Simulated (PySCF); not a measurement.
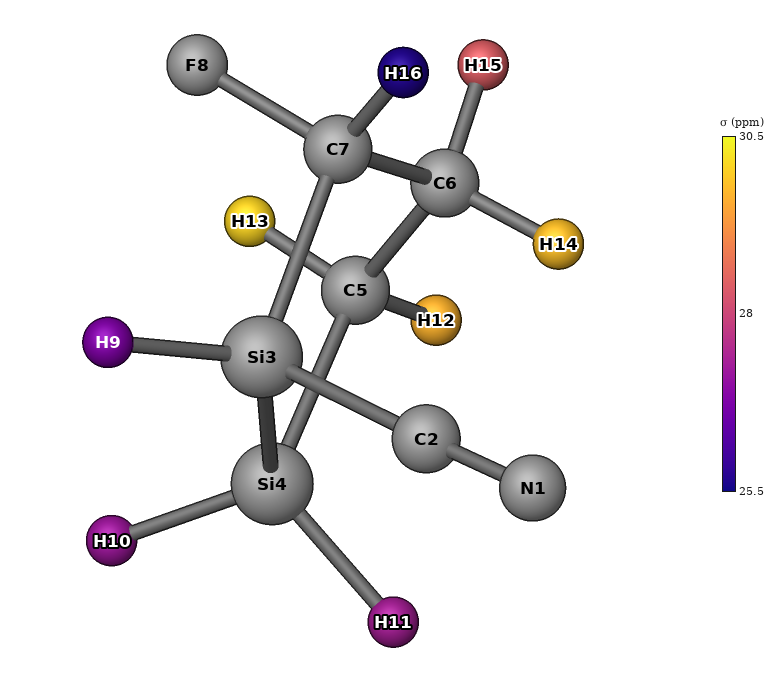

Atoms are coloured by their isotropic NMR shieldings (H only, the others grey). Computed geometry: PBE0-D3(BJ)/def2-SVP optimisation. No frequency run is at hand to confirm it as a minimum. Method: GIAO PBE0/pcSseg-1 NMR shielding, non-relativistic, IEF-PCM dimethylsulfoxide (PySCF 2.14.0).

**Which H atom is the most shielded (lowest chemical shift)?**

H13 (30.07 ppm).

**Which H atom is the least shielded (highest chemical shift)?**

H16 (25.67 ppm).

**How wide is the range of H shifts?**

4.40 ppm.

List the isotropic NMR shieldings of the H atoms.

```tsv
atom	σ (ppm)
H9	26.79
H10	27.20
H11	27.34
H12	29.67
H13	30.07
H14	29.82
H15	28.43
H16	25.67
```
